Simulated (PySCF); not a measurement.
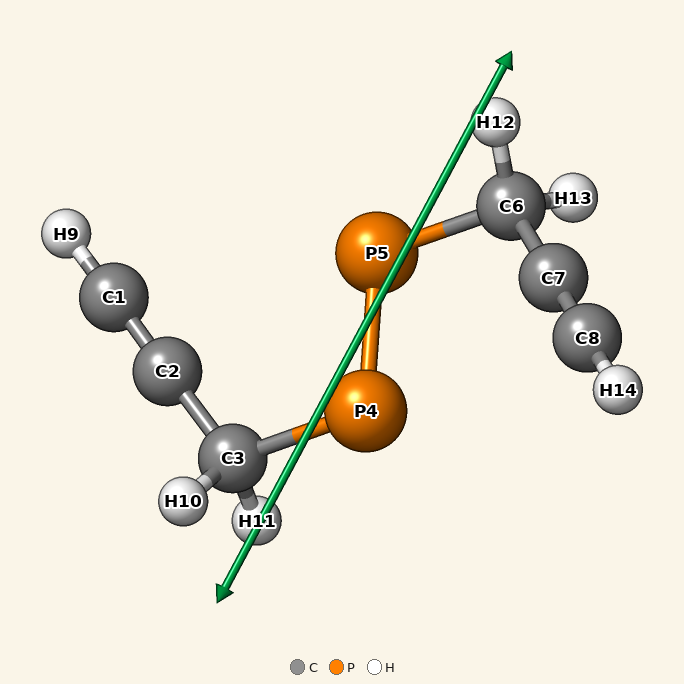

The double arrow shows the direction of the transition dipole to excited singlet state 3 (its length means nothing). The geometry was computed by an optimisation with GFN2-xTB. No frequency run is at hand to confirm it as a minimum. Level of theory: TDDFT CAM-B3LYP/def2-SVPD, vertical, gas phase, core orbitals frozen in the response (PySCF 2.14.0).

Question: Give its energy, strength and character.

Answer: 4.36 eV (284 nm), oscillator strength 0.080, mainly HOMO−1 → LUMO (weight 0.56); transition dipole 2.20 D.

The geometry is semi-empirical. Around P such bond lengths and angles can be off by a tenth of an ångström or more and by several degrees, and values that hang on the shape move with them.
